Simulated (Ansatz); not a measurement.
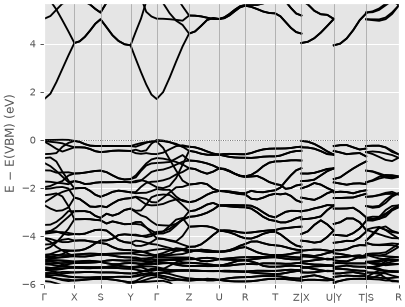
Band structure from the program Ansatz at the r²SCAN level (PAW)

Question: Read off the gap and where the band edges lie.

Answer: About 1.7 eV (1.69 eV by a search for the band edges); maximum on the Γ–X line, 65 % of the way from Γ, minimum at Γ.

Question: Which of these materials gives this?
A. ZnGaNO, Pna2_1 (Zn on 4a, Ga on 4a, O on 4a, N on 4a)
B. Ta2O5, Pbam (Ta on 4g, O on 4h, O on 2a, O on 4g)
C. SrHfN2, Pna2_1 (Sr on 4a, Hf on 4a, N on 4a, N on 4a)
D. CaTiN2, Pna2_1 (Ca on 4a, Ti on 4a, N on 4a, N on 4a)

Answer: A, ZnGaNO, Pna2_1 (Zn on 4a, Ga on 4a, O on 4a, N on 4a)

The start of the workflow was typed in or built on a structure type; neither database checked (COD, Materials Project) lists it. Whether it is the stable phase at ambient conditions was not checked. The cell was relaxed with r²SCAN under the symmetry of its start; whether a distortion lowers the energy is not shown. Scalar-relativistic: spin–orbit coupling is off unless named, which matters more the heavier the elements.

Potentials: the earlier of the program's two PAW sets.
